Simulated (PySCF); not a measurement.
# TiS2 with other numerical set-ups

Aim: see how much the energy and properties of TiS2 depend on the numerical set-up.

Computed with PySCF 2.14.0. Level: each script names its method and basis.

1 further run of the same task is left out (it didn't finish).

## 1. The starting structure

TiS2: 3 atoms, charge 0, spin multiplicity 1.

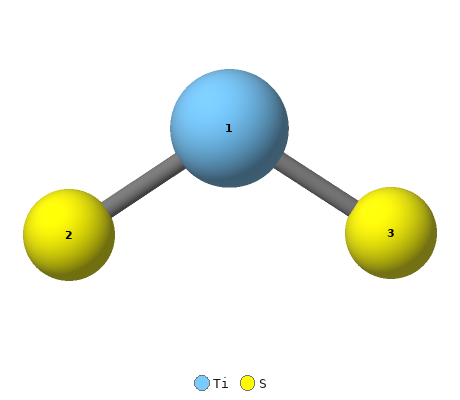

As it starts; titanium blue, sulfur yellow; atoms are numbered from 1 in the order of the file.

Geometry (Å):

```xyz
3
S2Ti
Ti   -0.0843   -0.6419    0.0000
S     0.0632    0.4813    1.7268
S     0.0632    0.4813   -1.7268
```

## 2. Base script

input.py

```python
from pyscf import gto, dft

mol = gto.M(
    atom='Ti -0.0843 -0.6419 0; S 0.0632 0.4813 1.7268; S 0.0632 0.4813 -1.7268',
    basis='sbkjc',
    ecp={'Ti': 'sbkjc', 'S': 'sbkjc'},
    charge=0,
    spin=0,
    verbose=4,
)
mf = dft.RKS(mol, xc='r2scan')
mf.kernel()
mf.dip_moment()
print('orbital energies (hartree):', mf.mo_energy[..., max(0, mol.nelec[1]-3):mol.nelec[0]+3].round(4))
```

Command:

```console
$ OMP_NUM_THREADS=1 python input.py
```

The log of this run is left out.

It gives: E(SCF) = -78.369921 Eh, 12 cycles, μ = 6.00 D.

## 3. Integration grid 4

Variant 1 changes integration grid: default → 4.

Edit input.py of step 2 so:

```diff
@@ -11,2 +11,3 @@
 mf = dft.RKS(mol, xc='r2scan')
+mf.grids.level = 4
 mf.kernel()
```

Command:

```console
$ OMP_NUM_THREADS=1 python input.py
```

Output, cut to the lines that bear on the results:

```text
[lines on the frontier levels of each cycle are left out]
PySCF version 2.14.0

[INPUT] verbose = 4
[INPUT] num. atoms = 3
[INPUT] num. electrons = 24
[INPUT] charge = 0
[INPUT] spin (= nelec alpha-beta = 2S) = 0
[INPUT] symmetry False subgroup None
[INPUT] Mole.unit = angstrom
[INPUT] Symbol           X                Y                Z      unit          X                Y                Z       unit  Magmom
[INPUT]  1 Ti    -0.084300000000  -0.641900000000   0.000000000000 AA   -0.159303912301  -1.213015199358   0.000000000000 Bohr   0.0
[INPUT]  2 S      0.063200000000   0.481300000000   1.726800000000 AA    0.119430691073   0.909525183753   3.263179071899 Bohr   0.0
[INPUT]  3 S      0.063200000000   0.481300000000  -1.726800000000 AA    0.119430691073   0.909525183753  -3.263179071899 Bohr   0.0

nuclear repulsion = 42.4134548981896
number of shells = 19
number of NR pGTOs = 94
number of NR cGTOs = 47
basis = sbkjc
ecp = {'Ti': 'sbkjc', 'S': 'sbkjc'}

******** <class 'pyscf.dft.rks.RKS'> ********
method = RKS
initial guess = minao
damping factor = 0
level_shift factor = 0
DIIS = <class 'pyscf.scf.diis.CDIIS'>
diis_start_cycle = 1
diis_space = 8
diis_damp = 0
SCF conv_tol = 1e-09
SCF conv_tol_grad = None
SCF max_cycles = 50
direct_scf = True
direct_scf_tol = 1e-13
XC library pyscf.dft.libxc version 7.0.0
    S. Lehtola, C. Steigemann, M. J.T. Oliveira, and M. A.L. Marques.,  SoftwareX 7, 1–5 (2018)
XC functionals = r2scan
    J. W. Furness, A. D. Kaplan, J. Ning, J. P. Perdew, and J. Sun.,  J. Phys. Chem. Lett. 11, 8208-8215 (2020)
    J. W. Furness, A. D. Kaplan, J. Ning, J. P. Perdew, and J. Sun.,  J. Phys. Chem. Lett. 11, 9248-9248 (2020)
    J. W. Furness, A. D. Kaplan, J. Ning, J. P. Perdew, and J. Sun.,  J. Phys. Chem. Lett. 11, 8208-8215 (2020)
    J. W. Furness, A. D. Kaplan, J. Ning, J. P. Perdew, and J. Sun.,  J. Phys. Chem. Lett. 11, 9248-9248 (2020)
radial grids:
    Treutler-Ahlrichs [JCP 102, 346 (1995); DOI:10.1063/1.469408] (M4) radial grids

becke partition: Becke, JCP 88, 2547 (1988); DOI:10.1063/1.454033
pruning grids: <function nwchem_prune>
grids dens level: 4
symmetrized grids: False
atomic radii adjust function: <function treutler_atomic_radii_adjust>
small_rho_cutoff = 0
Set gradient conv threshold to 3.16228e-05
Initial guess from minao.
tot grids = 88112
init E= -76.4476307929259
cycle= 1 E= -76.5476429580627  delta_E= -0.1  |g|= 2.65  |ddm|= 4.57
cycle= 2 E= -49.192537186523  delta_E= 27.4  |g|= 9.33  |ddm|= 12.8
cycle= 3 E= -77.0125348446231  delta_E= -27.8  |g|= 2.86  |ddm|= 11.3
cycle= 4 E= -78.3612053162173  delta_E= -1.35  |g|= 0.147  |ddm|=  1.4
cycle= 5 E= -78.2720522484003  delta_E= 0.0892  |g|= 0.653  |ddm|= 0.662
cycle= 6 E= -78.3671398711391  delta_E= -0.0951  |g|= 0.109  |ddm|= 0.503
cycle= 7 E= -78.3699147226723  delta_E= -0.00277  |g|= 0.00308  |ddm|= 0.0723
cycle= 8 E= -78.3699153681262  delta_E= -6.45e-07  |g|= 0.00281  |ddm|= 0.00585
cycle= 9 E= -78.3699172597285  delta_E= -1.89e-06  |g|= 0.000244  |ddm|= 0.00221
cycle= 10 E= -78.3699172695692  delta_E= -9.84e-09  |g|= 0.000114  |ddm|= 0.000111
cycle= 11 E= -78.3699172726702  delta_E= -3.1e-09  |g|= 1.65e-06  |ddm|= 8.62e-05
cycle= 12 E= -78.3699172726715  delta_E= -1.22e-12  |g|= 3.6e-07  |ddm|= 4.84e-06
Extra cycle  E= -78.3699172726698  delta_E= 1.68e-12  |g|= 2.77e-06  |ddm|= 2.11e-06
converged SCF energy = -78.3699172726698
Dipole moment(X, Y, Z, Debye): -0.78089, -5.94652,  0.00000
orbital energies (hartree): [-0.2634 -0.256  -0.2193 -0.1549 -0.1446 -0.1303]
```

Wall time 8.2 s (1 thread of Arm Neoverse N1, shared host).

Outcome: E(SCF) = -78.369917 Eh (+0.0001 eV from the base), 12 cycles, μ = 6.00 D.

## 4. Density fitting def2-universal-jkfit

Variant 2 changes density fitting: none → def2-universal-jkfit.

Edit input.py of step 2 so:

```diff
@@ -11,2 +11,3 @@
 mf = dft.RKS(mol, xc='r2scan')
+mf = mf.density_fit(auxbasis='def2-universal-jkfit')
 mf.kernel()
```

Command:

```console
$ OMP_NUM_THREADS=1 python input.py
```

Output, cut to the lines that bear on the results:

```text
[lines on the frontier levels of each cycle are left out]
[... 21 set-up lines left out, the same as in an earlier log ...]
******** <class 'pyscf.df.df_jk.DFRKS'> ********
method = DFRKS
[... 10 set-up lines left out, the same as in an earlier log ...]
direct_scf = False
[... 12 set-up lines left out, the same as in an earlier log ...]
grids dens level: 3
[... 5 set-up lines left out, the same as in an earlier log ...]
tot grids = 58664
init E= -76.4476318389455
cycle= 1 E= -76.5477615853671  delta_E= -0.1  |g|= 2.65  |ddm|= 4.57
cycle= 2 E= -49.1930138273134  delta_E= 27.4  |g|= 9.33  |ddm|= 12.8
cycle= 3 E= -77.0118796637896  delta_E= -27.8  |g|= 2.86  |ddm|= 11.3
cycle= 4 E= -78.3612166834601  delta_E= -1.35  |g|= 0.147  |ddm|=  1.4
cycle= 5 E= -78.2723371602926  delta_E= 0.0889  |g|= 0.652  |ddm|= 0.661
cycle= 6 E= -78.3671288889218  delta_E= -0.0948  |g|= 0.109  |ddm|= 0.503
cycle= 7 E= -78.369921319568  delta_E= -0.00279  |g|= 0.00306  |ddm|= 0.0725
cycle= 8 E= -78.369921961347  delta_E= -6.42e-07  |g|= 0.0028  |ddm|= 0.00583
cycle= 9 E= -78.3699238325557  delta_E= -1.87e-06  |g|= 0.000243  |ddm|= 0.0022
cycle= 10 E= -78.3699238423329  delta_E= -9.78e-09  |g|= 0.000114  |ddm|= 0.000111
cycle= 11 E= -78.3699238454009  delta_E= -3.07e-09  |g|= 1.64e-06  |ddm|= 8.57e-05
cycle= 12 E= -78.3699238454021  delta_E= -1.19e-12  |g|= 3.54e-07  |ddm|= 4.81e-06
Extra cycle  E= -78.3699238454004  delta_E= 1.68e-12  |g|= 2.72e-06  |ddm|= 2.08e-06
converged SCF energy = -78.3699238454004
Dipole moment(X, Y, Z, Debye): -0.78093, -5.94651,  0.00000
orbital energies (hartree): [-0.2634 -0.256  -0.2193 -0.1549 -0.1446 -0.1303]
```

Run time: 7 s. Hardware: 1 thread of Arm Neoverse N1, shared host.

This run: E(SCF) = -78.369924 Eh (-0.0001 eV from the base), 12 cycles, μ = 6.00 D.

## 5. Density fitting weigend

Variant 3 changes density fitting: none → weigend.

Edit input.py of step 2 so:

```diff
@@ -11,2 +11,3 @@
 mf = dft.RKS(mol, xc='r2scan')
+mf = mf.density_fit(auxbasis='weigend')
 mf.kernel()
```

Command:

```console
$ OMP_NUM_THREADS=1 python input.py
```

Output, cut to the lines that bear on the results:

```text
[lines on the frontier levels of each cycle are left out]
[... 53 set-up lines left out, the same as in an earlier log ...]
init E= -76.4520003773058
cycle= 1 E= -76.5523321593352  delta_E= -0.1  |g|= 2.65  |ddm|= 4.56
cycle= 2 E= -49.2070319479  delta_E= 27.3  |g|= 9.32  |ddm|= 12.8
cycle= 3 E= -76.9857107049097  delta_E= -27.8  |g|= 2.89  |ddm|= 11.3
cycle= 4 E= -78.3631009943742  delta_E= -1.38  |g|= 0.149  |ddm|= 1.39
cycle= 5 E= -78.2834421591635  delta_E= 0.0797  |g|= 0.618  |ddm|= 0.64
cycle= 6 E= -78.3683642044153  delta_E= -0.0849  |g|= 0.12  |ddm|= 0.493
cycle= 7 E= -78.3717755837762  delta_E= -0.00341  |g|= 0.00299  |ddm|= 0.08
cycle= 8 E= -78.37177684841  delta_E= -1.26e-06  |g|= 0.00222  |ddm|= 0.00536
cycle= 9 E= -78.3717780323041  delta_E= -1.18e-06  |g|= 0.000239  |ddm|= 0.00183
cycle= 10 E= -78.3717780420584  delta_E= -9.75e-09  |g|= 0.000107  |ddm|= 0.000112
cycle= 11 E= -78.3717780448019  delta_E= -2.74e-09  |g|= 1.28e-06  |ddm|= 8.08e-05
cycle= 12 E= -78.3717780448026  delta_E= -6.54e-13  |g|= 2.56e-07  |ddm|= 4.42e-06
Extra cycle  E= -78.3717780448019  delta_E= 6.25e-13  |g|= 1.88e-06  |ddm|= 1.47e-06
converged SCF energy = -78.3717780448019
Dipole moment(X, Y, Z, Debye): -0.78054, -5.94354, -0.00000
orbital energies (hartree): [-0.2634 -0.256  -0.2194 -0.1549 -0.1446 -0.1303]
```

It took 6.4 s on 1 thread of Arm Neoverse N1, shared host.

Outcome: E(SCF) = -78.371778 Eh (-0.0505 eV from the base), 12 cycles, μ = 5.99 D.

## 6. Cc-pvdz-dk (core potential off, X2C on)

Variant 4 changes basis set: sbkjc → cc-pvdz-dk; core potential: on → off; spin-free X2C: off → on. The core potential changes with it: totals don't compare.

Edit input.py of step 2 so:

```diff
@@ -4,4 +4,3 @@
     atom='Ti -0.0843 -0.6419 0; S 0.0632 0.4813 1.7268; S 0.0632 0.4813 -1.7268',
-    basis='sbkjc',
-    ecp={'Ti': 'sbkjc', 'S': 'sbkjc'},
+    basis='cc-pvdz-dk',
     charge=0,
@@ -11,2 +10,3 @@
 mf = dft.RKS(mol, xc='r2scan')
+mf = mf.sfx2c1e()
 mf.kernel()
```

Command:

```console
$ OMP_NUM_THREADS=1 python input.py
```

Output, cut to the lines that bear on the results:

```text
[lines on the frontier levels of each cycle are left out]
[... 4 set-up lines left out, the same as in an earlier log ...]
[INPUT] num. electrons = 54
[... 9 set-up lines left out, the same as in an earlier log ...]
nuclear repulsion = 219.612653355708
number of shells = 17
number of NR pGTOs = 204
number of NR cGTOs = 79
basis = cc-pvdz-dk
ecp = {}
[... 1 set-up line left out, the same as in an earlier log ...]
******** <class 'pyscf.x2c.sfx2c1e.sfX2C1eRKS'> ********
method = sfX2C1eRKS
[... 29 set-up lines left out, the same as in an earlier log ...]
******** <class 'pyscf.x2c.sfx2c1e.SpinFreeX2CHelper'> ********
approx = 1e
xuncontract = 1
[... 3 set-up lines left out, the same as in an earlier log ...]
init E= -1652.59915971443
cycle= 1 E= -1652.21595478097  delta_E= 0.383  |g|= 0.725  |ddm|= 3.52
cycle= 2 E= -1638.28721165882  delta_E= 13.9  |g|= 7.32  |ddm|= 4.55
cycle= 3 E= -1651.91163883767  delta_E= -13.6  |g|= 1.49  |ddm|= 3.46
cycle= 4 E= -1652.30622385706  delta_E= -0.395  |g|= 0.539  |ddm|= 0.592
cycle= 5 E= -1652.37182697961  delta_E= -0.0656  |g|= 0.0698  |ddm|= 0.47
cycle= 6 E= -1652.37273667321  delta_E= -0.00091  |g|= 0.0362  |ddm|= 0.104
cycle= 7 E= -1652.37305454069  delta_E= -0.000318  |g|= 0.00917  |ddm|= 0.0494
cycle= 8 E= -1652.3730767754  delta_E= -2.22e-05  |g|= 0.00143  |ddm|= 0.0134
cycle= 9 E= -1652.37307729378  delta_E= -5.18e-07  |g|= 0.000215  |ddm|= 0.00156
cycle= 10 E= -1652.37307730624  delta_E= -1.25e-08  |g|= 1.84e-05  |ddm|= 0.000335
cycle= 11 E= -1652.37307730633  delta_E= -9.37e-11  |g|= 4.91e-06  |ddm|= 5.07e-05
Extra cycle  E= -1652.373077306  delta_E= 3.33e-10  |g|= 3.63e-05  |ddm|= 3.24e-05
converged SCF energy = -1652.373077306
Dipole moment(X, Y, Z, Debye): -0.74921, -5.70479, -0.00000
orbital energies (hartree): [-0.2567 -0.2502 -0.2158 -0.1499 -0.1411 -0.1258]
```

Run time: 16 s. Hardware: 1 thread of Arm Neoverse N1, shared host.

This run: E(SCF) = -1652.373077 Eh, 11 cycles, μ = 5.75 D.

## 7. 6-31g* (core potential off)

Variant 5 changes basis set: sbkjc → 6-31g*; core potential: on → off. The core potential changes with it: totals don't compare.

Edit input.py of step 2 so:

```diff
@@ -4,4 +4,3 @@
     atom='Ti -0.0843 -0.6419 0; S 0.0632 0.4813 1.7268; S 0.0632 0.4813 -1.7268',
-    basis='sbkjc',
-    ecp={'Ti': 'sbkjc', 'S': 'sbkjc'},
+    basis='6-31g*',
     charge=0,
```

Command:

```console
$ OMP_NUM_THREADS=1 python input.py
```

Output, cut to the lines that bear on the results:

```text
[lines on the frontier levels of each cycle are left out]
[... 15 set-up lines left out, the same as in an earlier log ...]
number of shells = 28
number of NR pGTOs = 199
number of NR cGTOs = 70
basis = 6-31g*
[... 35 set-up lines left out, the same as in an earlier log ...]
init E= -1645.85478533921
cycle= 1 E= -1645.52770701189  delta_E= 0.327  |g|= 0.76  |ddm|= 2.55
cycle= 2 E= -1630.62417768681  delta_E= 14.9  |g|= 7.31  |ddm|= 4.59
cycle= 3 E= -1644.36534372224  delta_E= -13.7  |g|= 2.66  |ddm|= 3.46
cycle= 4 E= -1645.05804780483  delta_E= -0.693  |g|=  1.8  |ddm|= 0.41
cycle= 5 E= -1645.70051487552  delta_E= -0.642  |g|= 0.189  |ddm|= 1.08
cycle= 6 E= -1645.69748988869  delta_E= 0.00302  |g|= 0.23  |ddm|= 0.31
cycle= 7 E= -1645.71080812886  delta_E= -0.0133  |g|= 0.0209  |ddm|= 0.138
cycle= 8 E= -1645.71092306793  delta_E= -0.000115  |g|= 0.000627  |ddm|= 0.0145
cycle= 9 E= -1645.71092317639  delta_E= -1.08e-07  |g|= 0.000155  |ddm|= 0.000974
cycle= 10 E= -1645.71092318301  delta_E= -6.62e-09  |g|= 6.01e-05  |ddm|= 0.000257
cycle= 11 E= -1645.71092318399  delta_E= -9.76e-10  |g|= 9.81e-06  |ddm|= 5.05e-05
Extra cycle  E= -1645.7109231823  delta_E= 1.69e-09  |g|= 8.03e-05  |ddm|= 6.09e-05
converged SCF energy = -1645.7109231823
Dipole moment(X, Y, Z, Debye): -0.81380, -6.19666,  0.00000
orbital energies (hartree): [-0.2565 -0.25   -0.2156 -0.1485 -0.1386 -0.1259]
```

It took 11 s on 1 thread of Arm Neoverse N1, shared host.

Outcome: E(SCF) = -1645.710923 Eh, 11 cycles, μ = 6.25 D.

## 8. Comparison

| run | E(SCF) (hartree) | from base (eV) | cycles | gap (eV) | SCF dipole (D) | functions |
| --- | --- | --- | --- | --- | --- | --- |
| base | -78.369921 | 0 | 12 | 1.75 | 6.00 | 47 |
| integration grid 4 | -78.369917 | +0.0001 | 12 | 1.75 | 6.00 | 47 |
| density fitting def2-universal-jkfit | -78.369924 | -0.0001 | 12 | 1.75 | 6.00 | 47 |
| density fitting weigend | -78.371778 | -0.0505 | 12 | 1.76 | 5.99 | 47 |
| cc-pvdz-dk (core potential off, X2C on) | -1652.373077 | not comparable | 11 | 1.79 | 5.75 | 79 |
| 6-31g* (core potential off) | -1645.710923 | not comparable | 11 | 1.83 | 6.25 | 70 |

Wall time on 1 thread of Arm Neoverse N1, shared host, start-up included: base 5.9 s; integration grid 4 8.2 s; density fitting def2-universal-jkfit 7 s; density fitting weigend 6.4 s; cc-pvdz-dk (core potential off, X2C on) 16 s; 6-31g* (core potential off) 11 s.

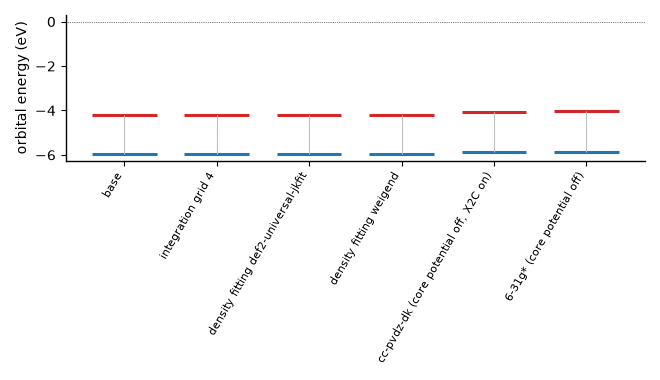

Frontier levels by run: filled blue, empty red.

**Reading.** Of the runs whose energies can be compared, “density fitting weigend” moves the SCF energy most (-0.051 eV).
